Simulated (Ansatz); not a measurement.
Results of PBE-D3(BJ) in Ansatz (plane waves, PAW) for bcc K.

Settings: plane-wave cutoff 520 eV, 16×16×16 k mesh, Fermi–Dirac smearing 0.05 eV, scalar-relativistic PAW data made under PBE.

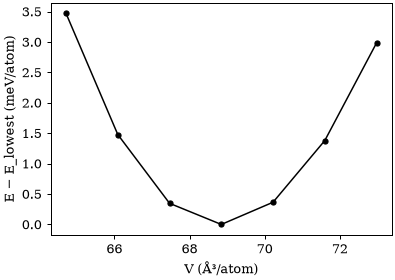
*Total energy against volume*

Question: From the curve, estimate the equilibrium volume and the bulk modulus.

Answer: V0 ≈ 68.8 Å³/atom and B0 ≈ 4.2 GPa; the fit gives V0 = 68.807 Å³/atom, B0 = 4.15 GPa, B′ = 3.7.

Measured, for comparison: bulk modulus 3.75 GPa (corrected for temperature and zero-point phonon effects; as tabulated in Levämäki et al. (2014), arXiv:1402.3671); equilibrium volume per atom 70.79 Å³/atom (low-temperature or extrapolated to 0 K; zero-point anharmonic expansion removed; as tabulated in Csonka et al. (2009), arXiv:0903.4037). Computed (rounded) less measured: bulk modulus +11 %, equilibrium volume per atom -2.8 %.

The computed numbers hold no vibrational or temperature effects.

Ansatz is an electronic-structure program.
